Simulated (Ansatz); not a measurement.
# Lattice dynamics of CsIn (built on the sites of a database entry of NaB), part 2 of 2

How does CsIn (built on the sites of a database entry of NaB) vibrate, and is this structure a minimum?

Ansatz 0.2.0; DFT PBEsol, scalar-relativistic, plane waves, PAW.

So far. Step 4 (Relaxing to small forces for the phonons): The forces vanish by symmetry and the pressure is 0.000 GPa, within the tolerances set. The cell now holds 57.80 Å³/atom. The relaxed cell has a = 7.733 Å (conventional setting).

The structure was built from a prototype and need not be the compound's stable phase.

## (5) Zone-centre response

The zone centre comes first: it holds the modes that light can see, as far as symmetry allows. No field response is asked, since the mesh shows no gap.

File input.yaml:

```yaml
crystal:
  lattice:
    - [0.0, 3.8663539638, 3.8663539638]
    - [3.8663539638, 0.0, 3.8663539638]
    - [3.8663539638, 3.8663539638, 0.0]
  atoms:
    - { symbol: Cs, position: [0.0, 0.0, 0.0] }
    - { symbol: In, position: [0.5, 0.5, 0.5] }
kpoints:
  mp_grid: { grid: [8, 8, 8] }
hamiltonian:
  xc: pbesol
scf:
  occupations: { method: methfessel_paxton, width: 0.15 }
output:
  eigenvalues: true
phonons:
  method: dfpt
```

The run is started by

```bash
> ansatz run input.yaml --threads 4 --pin off --max-ram 7168MiB --backend cpu --events-out ev --progress --plain --runs-dir out
```

Numbers of over 12 decimals in the logs are rounded to 6 here.

Log:

```text
[...]
Crystal: 2 atoms, lattice volume = 115.594 Å³
Basis set: ecut = 420 eV, 2229 PW (Γ), exchange–correlation on 80×80×80 points (8 copies of the dense FFT grid, shifted against one another)
Bands: 15, of which v1, the nominal top of the filled ones, is band 11 counted from 1 (10 counted from 0)
Symmetry: 48 space group operations
k-points: 59 of 512 (irreducible under 8 space group operations, time reversal used)
[...]
SCF iter   1: F=—  HF=-11110.326557 eV  |F-HF|=—  |Δ(HF+E_count)|=         —  Δρ=2.59e-3  dr2=1.19e-2  ethr=1.77e-3  ⟨swp⟩=6.8  Hψ=5084  notcnv=0
[...]
SCF iter  10: F=-11110.323278 eV  HF=-11110.323278 eV  |F-HF|=5.46e-12  |Δ(HF+E_count)|=  1.09e-11  S|Δr|=    0.00e0  Δρ=4.67e-8  dr2=2.71e-12  ethr=1.00e-12  ⟨swp⟩=4.5  Hψ=4700  notcnv=0
SCF 1 converged in 10 iterations: F = -11110.323278 eV  dr2 = 2.71e-12
[...]
DFPT response loops at Γ: preconditioner auto → Kerker (q_TF=auto, 2.069 Å⁻¹) (partly filled bands, converged f_vac=0.000); β = 1.00, the filter's whole step (`scf.mixing.beta` (0.50) is not read by the response loops under this deck's `scf.mixing.preconditioner`; to damp them name `kerker` or `kerker_dos`, under which they read `scf.mixing.beta`, and type it under 1.00, their step now; both keys bind the ground state too); Broyden in place of MSR1
SCF converged after 10 iterations
[...]
Free energy (F): -11110.323278 eV
[...]
Internal energy: -11110.324523 eV  (E = F + TS)
E sigma→0 (E₀):  -11110.323589 eV
Entropy (-TS):   0.001244 eV (0.622 meV/atom)
Fermi energy:    4.267379 eV
[...]
--- Band table (eV; the first three rows and the last of 59) ---
  k-point 0: bands = [... 7 lower, -5.2278, -5.2278, -1.3894, 5.8248, 5.8248, 5.8248, 6.9877, 6.9877]
  k-point 1: bands = [... 7 lower, -5.2281, -5.2281, -1.2723, 5.0264, 5.5052, 5.5052, 6.9476, 7.1876]
  k-point 2: bands = [... 7 lower, -5.2288, -5.2288, -0.9753, 4.0043, 5.0158, 5.0158, 6.9627, 7.6503]
  k-point 58: bands = [... 7 lower, -5.3520, -5.3117, -0.7228, 4.2418, 4.2923, 4.2923, 7.6700, 7.6700]
--- Phonons (Γ-DFPT): 2 representative perturbations + reference, on 59 of 512 k-points (Σ response iterations 6) ---
  k mesh reduced under 8 symmetry operations, with k and −k counted as one. Each operation leaves every solved perturbation unchanged. A smaller set is not used because it would not reduce the number of displacements times k-points to solve
  ASR residual: 1.072e-4 → 0.000e0 eV/Å²; symmetrization residual: 5.411e-5 eV/Å²
  ASR residual per site (eV/Å²): 3.93e-5 1.07e-4
  Γ frequencies (cm⁻¹): 0.00 0.00 0.00 62.11 62.11 62.11
  non-analytic LO–TO correction: not included (Born effective charges unavailable; polar crystals: no LO–TO splitting at Γ)
```

The job ended after 7.1 s (4 threads of Arm Neoverse V2, shared host; peak memory 0.79 GiB; 26 s of CPU time).

Numbers from this step:

```yaml
sum_rule_residual_before_enforcement: 1.07e-4 eV/Å²
point_group: m-3m
highest_optical_mode_at_the_zone_centre_no_lo_to_term: 62.11 cm⁻¹
lowest_optical_zone_centre_mode: 62.11 cm⁻¹
```

Patterns of degenerate modes are one choice out of their space. Modes at Γ, with each element's share of the kinetic energy:

| mode | frequency (cm⁻¹) | symmetry | Cs % | In % |
| --- | --- | --- | --- | --- |
| 1 | 0.0 | acoustic | 54 | 46 |
| 2 | 0.0 | acoustic | 54 | 46 |
| 3 | 0.0 | acoustic | 54 | 46 |
| 4 | 62.1 | T1u | 46 | 54 |
| 5 | 62.1 | T1u | 46 | 54 |
| 6 | 62.1 | T1u | 46 | 54 |

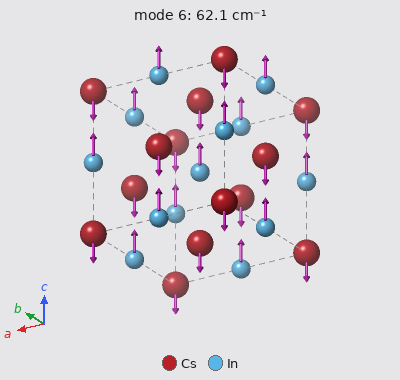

Displacement patterns of mode 6 at Γ; arrows are exaggerated. Some periodic images of atoms are drawn too.

Before it was imposed, the acoustic sum rule was missed by 1.1e-4 eV/Å². Small misses are needed for a sound result but don't prove that mesh and cutoff are converged. The lowest optical mode is real, 62.1 cm⁻¹.

## (6) Response at finite wavevector

Stability and thermal properties need the whole zone. Linear response on a 2×2×2 q mesh gives force constants as far as a supercell of that size would.

Changes to input.yaml since step 5:

```diff
@@ -18 +18,8 @@
   method: dfpt
+  qmesh: [2, 2, 2]
+  temperatures: { t_max: 1000, t_step: 50 }
+  qpath:
+    path:
+      - [[0.0, 0.0, 0.0], [0.5, 0.0, 0.5], [0.625, 0.25, 0.625]]
+      - [[0.375, 0.375, 0.75], [0.0, 0.0, 0.0], [0.5, 0.5, 0.5], [0.5, 0.25, 0.75], [0.5, 0.0, 0.5]]
+    npoints: 10
```

Log:

```text
[...]
Crystal: 2 atoms, lattice volume = 115.594 Å³
Basis set: ecut = 420 eV, 2229 PW (Γ), exchange–correlation on 80×80×80 points (8 copies of the dense FFT grid, shifted against one another)
Bands: 15, of which v1, the nominal top of the filled ones, is band 11 counted from 1 (10 counted from 0)
Symmetry: 48 space group operations
k-points: 29 of 512
[...]
SCF iter   1: F=—  HF=-11110.326556 eV  |F-HF|=—  |Δ(HF+E_count)|=         —  Δρ=2.58e-3  dr2=1.19e-2  ethr=1.77e-3  ⟨swp⟩=6.6  Hψ=2462  notcnv=0
[...]
SCF iter  10: F=-11110.323278 eV  HF=-11110.323278 eV  |F-HF|=7.28e-12  |Δ(HF+E_count)|=  9.09e-12  S|Δr|=    0.00e0  Δρ=4.53e-8  dr2=2.62e-12  ethr=1.00e-12  ⟨swp⟩=4.5  Hψ=2301  notcnv=0
SCF 1 converged in 10 iterations: F = -11110.323278 eV  dr2 = 2.62e-12
[...]
SCF iter   6: F=-11110.323278 eV  HF=-11110.323278 eV  |F-HF|=7.28e-12  |Δ(HF+E_count)|=  3.46e-11  S|Δr|=    0.00e0  Δρ=1.24e-7  dr2=8.25e-12  ethr=1.00e-12  ⟨swp⟩=2.0  Hψ=1218  notcnv=0
SCF 2 converged in 6 iterations: F = -11110.323278 eV  dr2 = 8.25e-12
phonons: the bands overlap, so this run is a metal and interpolates without the dipole-dipole term. If the crystal is really an insulator or semiconductor, its LO-TO splitting is missing
NSCF: frozen V_eff on 29 k-points
[...]
DFPT response loops at q = (0, 0, 0) (fractional): preconditioner auto → Kerker (q_TF=auto, 2.069 Å⁻¹) (partly filled bands, converged f_vac=0.000); β = 1.00, the filter's whole step (`scf.mixing.beta` (0.50) is not read by the response loops under this deck's `scf.mixing.preconditioner`; to damp them name `kerker` or `kerker_dos`, under which they read `scf.mixing.beta`, and type it under 1.00, their step now; both keys bind the ground state too); Broyden in place of MSR1
[...]
SCF converged after 10 iterations
[...]
Free energy (F): -11110.323278 eV
[...]
Internal energy: -11110.324523 eV  (E = F + TS)
E sigma→0 (E₀):  -11110.323589 eV
Entropy (-TS):   0.001244 eV (0.622 meV/atom)
Fermi energy:    4.267379 eV
[...]
--- Band table (eV; the first three rows and the last of 29) ---
  k-point 0: bands = [... 7 lower, -5.2278, -5.2278, -1.3894, 5.8248, 5.8248, 5.8248, 6.9877, 6.9877]
  k-point 1: bands = [... 7 lower, -5.2281, -5.2281, -1.2723, 5.0264, 5.5052, 5.5052, 6.9476, 7.1876]
  k-point 2: bands = [... 7 lower, -5.2288, -5.2288, -0.9753, 4.0043, 5.0158, 5.0158, 6.9627, 7.6503]
  k-point 28: bands = [... 7 lower, -5.3520, -5.3117, -0.7228, 4.2418, 4.2923, 4.2923, 7.6700, 7.6700]
--- Phonons (Γ-DFPT): 2 representative perturbations + reference (Σ response iterations 6) ---
  ASR residual: 1.115e-4 → 0.000e0 eV/Å²; symmetrization residual: 5.406e-5 eV/Å²
  ASR residual per site (eV/Å²): 4.09e-5 1.12e-4
  Γ frequencies (cm⁻¹): 0.00 0.00 0.00 62.11 62.11 62.11
--- Phonons (arbitrary-q DFPT): 3 irreducible q on the 2×2×2 mesh ---
  q = [0.0000, 0.0000, 0.0000] (star 1, of the zone-centre solve; hermiticity 1.24e-4, symmetrization 2.49e-11): 0.00 0.00 0.00 62.11 62.11 62.11
  q = [0.0000, 0.0000, -0.5000] (star 4, 2 solved perturbations on 150 of 512 k-point pairs; hermiticity 4.35e-13, symmetrization 7.33e-12): -15.64 40.56 40.56 42.44 42.44 47.10
  q = [0.0000, -0.5000, -0.5000] (star 3, 4 solved perturbations in 308 linear systems a pass and spin channel, the states on 95 of 512 k-point pairs; hermiticity 1.23e-4, symmetrization 9.46e-13): -51.21 -29.38 -29.38 65.28 65.28 65.89
  sum rule: each row above includes the acoustic sum rule's correction from the zone centre's row sums; it moved no ω² by more than (0.51 cm⁻¹)²
  mesh force constants: q→R imaginary residual 8.29e-17; ASR residual 1.115e-4 → 0.000e0 eV/Å²; symmetrization residual 9.992e-16 eV/Å²
  interpolated dispersion: 62 rows × 6 modes
  density of states and harmonic sums: on the 14×14×14 q-mesh, interpolated from the force constants of a 2×2×2 supercell (no non-analytic term)
  largest difference from the sums on the solved wave vectors: F 9.62e-2 eV, S 1.13e-4 and C_V 1.76e-5 eV/K
  zero-point energy: 0.012370 eV/cell   skipped modes (ω ≤ 0): 186, of them read as no rigid motion or as one in doubt: 183 (1.809e0 modes/cell left out, lowest -51.21 cm⁻¹)   left out of the sums: 3.02e-1 of the cell's modes: C_V's classical limit lies that fraction below 3 k_B per atom; for a crystal, a wire or a layer, F and S can be off by more, and a phonons.interpolated_qmesh denser along its periods is the remedy for the sampling
```

Elapsed: 32 s, on 4 threads; peak memory 1.1 GiB.

Numbers from this step:

```yaml
sum_rule_residual_before_enforcement: 1.12e-4 eV/Å²
lowest_frequency_on_the_path: -51.21 cm⁻¹
highest_frequency_on_the_path_or_at_a_solved_wavevector: 65.9 cm⁻¹
lowest_mode_on_the_q_mesh_acoustic_modes_at_gamma_apart: -51.21 cm⁻¹
```

Frequencies (cm⁻¹) solved at each irreducible wavevector; negative means imaginary. Frequencies by wavevector, by row:

| q in reciprocal lattice units | star | mode 1 | mode 2 | mode 3 | mode 4 | mode 5 | mode 6 |
| --- | --- | --- | --- | --- | --- | --- | --- |
| 0 0 0 | 1 | 0 | 0 | 0 | 62.1 | 62.1 | 62.1 |
| 0 0 -0.5 | 4 | -15.6 | 40.6 | 40.6 | 42.4 | 42.4 | 47.1 |
| 0 -0.5 -0.5 | 3 | -51.2 | -29.4 | -29.4 | 65.3 | 65.3 | 65.9 |

Interpolated from a 2×2×2 q mesh. Phonon branches along the path, in cm⁻¹:

| point | branch 1 | branch 2 | branch 3 | branch 4 | branch 5 | branch 6 |
| --- | --- | --- | --- | --- | --- | --- |
| Γ | 0 | 0 | 0 | 62 | 62 | 62 |
| X | -51 | -29 | -29 | 65 | 65 | 66 |
| U | -46 | -23 | -14 | 58 | 60 | 65 |
| jump to K | -46 | -23 | -14 | 58 | 60 | 65 |
| Γ | 0 | 0 | 0 | 62 | 62 | 62 |
| L | -16 | 41 | 41 | 42 | 42 | 47 |
| W | -41 | -41 | 39 | 43 | 65 | 65 |
| X | -51 | -29 | -29 | 65 | 65 | 66 |

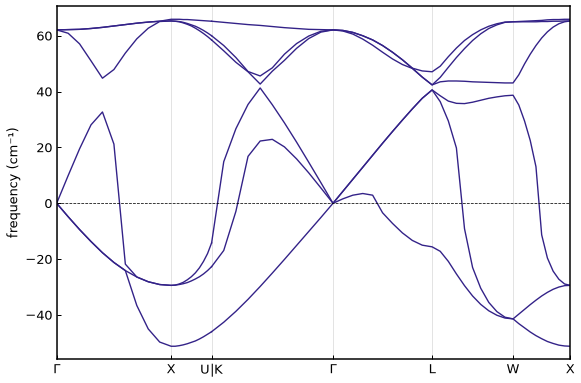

Phonon branches along the path.

The phonon density of states has structure finer than the step of the table below, so its rows give means over 5 cm⁻¹, whole bins alone (the curve runs from -51.5 to 66.5 cm⁻¹). Peaks (cm⁻¹: height): -28.5: 0.0714, 34.5: 0.0667, 45.5: 0.138, 63.5: 0.285.

Tetrahedra on a 14×14×14 mesh, mean over bins of 1 cm-1. Interpolated from a 2×2×2 q mesh. The phonon density of states by wavenumber; means over each step:

| wavenumber (cm⁻¹) | phonon density of states (1/cm⁻¹/cell) |
| --- | --- |
| -45 | 0.0231 |
| -40 | 0.0358 |
| -35 | 0.0457 |
| -30 | 0.0630 |
| -25 | 0.0617 |
| -20 | 0.0474 |
| -15 | 0.0336 |
| -10 | 0.0207 |
| -5 | 0.0164 |
| 0 | 0.0156 |
| 5 | 0.0158 |
| 10 | 0.0183 |
| 15 | 0.0238 |
| 20 | 0.0312 |
| 25 | 0.0329 |
| 30 | 0.0485 |
| 35 | 0.0540 |
| 40 | 0.00497 |
| 45 | 0.0854 |
| 50 | 0.0905 |
| 55 | 0.103 |
| 60 | 0.169 |

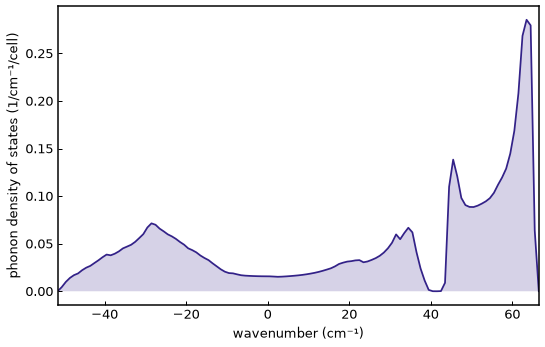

Phonon density of states against wavenumber.

Phonopy on the run's constants, 13x13x13 mesh, Gaussian sigma 2.0 cm-1. Interpolated from a 2×2×2 q mesh. Partial phonon density of states against wavenumber; read off at these points; values in 1/cm⁻¹/cell:

| wavenumber (cm⁻¹) | Cs | In |
| --- | --- | --- |
| -60.0 | 0 | 0 |
| -55.0 | 6.3e-5 | 1.6e-4 |
| -50.0 | 0.00262 | 0.00628 |
| -45.0 | 0.00729 | 0.0162 |
| -40.0 | 0.0118 | 0.0240 |
| -35.0 | 0.0168 | 0.0317 |
| -30.0 | 0.0239 | 0.0388 |
| -27.6 | 0.0263 | 0.0427 |
| -25.0 | 0.0237 | 0.0387 |
| -20.0 | 0.0164 | 0.0282 |
| -15.0 | 0.0190 | 0.0297 |
| -10.0 | 0.00897 | 0.0141 |
| -5.0 | 0.00224 | 0.00295 |
| 0.0 | 8.0e-4 | 0.00103 |
| 5.0 | 0.00430 | 0.00555 |
| 10.0 | 0.00448 | 0.00723 |
| 15.0 | 0.0118 | 0.0200 |
| 20.0 | 0.0128 | 0.0248 |
| 25.0 | 0.0126 | 0.0222 |
| 30.0 | 0.0121 | 0.0250 |
| 34.2 | 0.0171 | 0.0444 |
| 35.0 | 0.0164 | 0.0433 |
| 40.0 | 0.00830 | 0.00929 |
| 45.0 | 0.0734 | 0.0121 |
| 45.6 | 0.0766 | 0.0133 |
| 50.0 | 0.0616 | 0.0267 |
| 55.0 | 0.0628 | 0.0394 |
| 60.0 | 0.0967 | 0.0703 |
| 63.0 | 0.124 | 0.0886 |
| 65.0 | 0.0902 | 0.0612 |
| 70.0 | 0.00192 | 0.00114 |
| 75.0 | 0 | 0 |

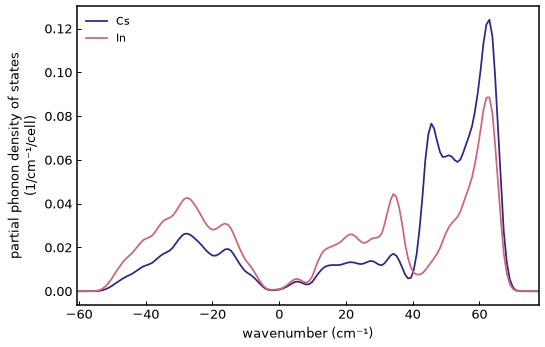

Partial phonon density of states against wavenumber.

Second derivatives of the energy by pair, one row for each kind of neighbour of each atom listed. Each entry sums the pair over the periodic images of the supercell that the q mesh stands for, and in a polar crystal it holds the long-range dipole part too. Force constants by pair, by row:

| atom | neighbour | distance (Å) | third of the trace (eV/Å²) | along the pair's line (eV/Å²) |
| --- | --- | --- | --- | --- |
| Cs1 | itself | 0 | 0.9562 | – |
| Cs1 | In | 3.866 | -0.1466 | -0.5779 |
| Cs1 | Cs | 5.468 | -0.015 | -0.0692 |
| Cs1 | In | 6.697 | 0.0028 | 0.0028 |
| In2 | itself | 0 | 0.451 | – |
| In2 | Cs | 3.866 | -0.1466 | -0.5779 |
| In2 | In | 5.468 | 0.0667 | 0.2762 |
| In2 | Cs | 6.697 | 0.0028 | 0.0028 |

Symmetry leaves 3 wavevectors to solve. The lowest mode among them, the acoustic zeros apart, lies at q = (0, -0.5, -0.5) and is imaginary, 51.2i cm⁻¹, so the energy falls along it.

## (7) Isotope substitution

An isotope changes the mass and not the force constants, so no new electronic calculation is needed; the shifts show which modes move this element.

The same force constants with the mass of In changed from 114.818 to 112.904 u (phonopy, no LO-TO term). Both lists are sorted by frequency; levels can cross, so a row need not hold one and the same mode. Modes under 3 cm⁻¹ are left out. Isotope shifts, by row:

| q | rank | natural mass (cm⁻¹) | changed mass (cm⁻¹) |
| --- | --- | --- | --- |
| 0 0 0 | 4 | 62.11 | 62.39 |
| 0 0 0 | 5 | 62.11 | 62.39 |
| 0 0 0 | 6 | 62.11 | 62.39 |
| 0 0 -0.5 | 1 | -15.64 | -15.77 |
| 0 0 -0.5 | 2 | 40.56 | 40.9 |
| 0 0 -0.5 | 3 | 40.56 | 40.9 |
| 0 0 -0.5 | 4 | 42.44 | 42.44 |
| 0 0 -0.5 | 5 | 42.44 | 42.44 |
| 0 0 -0.5 | 6 | 47.1 | 47.1 |
| 0 -0.5 -0.5 | 1 | -51.21 | -51.52 |
| 0 -0.5 -0.5 | 2 | -29.38 | -29.51 |
| 0 -0.5 -0.5 | 3 | -29.38 | -29.51 |
| 0 -0.5 -0.5 | 4 | 65.28 | 65.54 |
| 0 -0.5 -0.5 | 5 | 65.28 | 65.54 |
| 0 -0.5 -0.5 | 6 | 65.89 | 66.05 |

A mode of this element alone would shift by +0.84 %. The highest zone-centre frequency without the field goes from 62.1 to 62.4 cm⁻¹ (+0.5 %). The product of the frequency ratios over all optical modes at Γ is 1.014; the product rule, (m/m′)^(3k/2) (M′/M)^(3/2) with k = 1 such atoms and M the mass of the cell, gives 1.014.

## (8) Summary of results

- space group after relaxation (within 0.01 Å): Fm-3m
- volume per atom: 57.8 Å³
- electronic character: no gap on this mesh
- highest optical mode at the zone centre (no LO-TO term): 62.1 cm⁻¹
- lowest optical zone-centre mode: 62.1 cm⁻¹
- lowest mode on the q mesh (acoustic modes at Γ apart): -51.2 cm⁻¹
- highest frequency on the path or at a solved wavevector: 65.9 cm⁻¹
- imaginary modes on the 2×2×2 q mesh: yes

Modes are clearly imaginary (beyond 10i cm⁻¹) at 2 of the 3 irreducible wavevectors, most at q = (0, -0.5, -0.5) (51.2i cm⁻¹), so this structure is not a minimum of the energy. The optical modes at Γ form one degenerate level at 62 cm⁻¹. With no gap, or one that is small against the smearing, the frequencies hang on the k mesh and the smearing, most of all near Kohn anomalies. Spin-orbit coupling is left out, which can matter for the heavy elements here. The starting cell was built on a prototype and not taken from a measurement, so the phase need not exist. These are harmonic frequencies at zero temperature: anharmonic shifts, linewidths and thermal expansion are left out.

[Logs are printed without paths, hosts, clocks, repeated set-up lines and the standing remarks that a program may print on its own settings, such as how far it seeks lower states.]

[Hosts, paths, dates, database ids (printed as entryN), source tags and the programs' standing remarks are cut or masked in the printed files.]
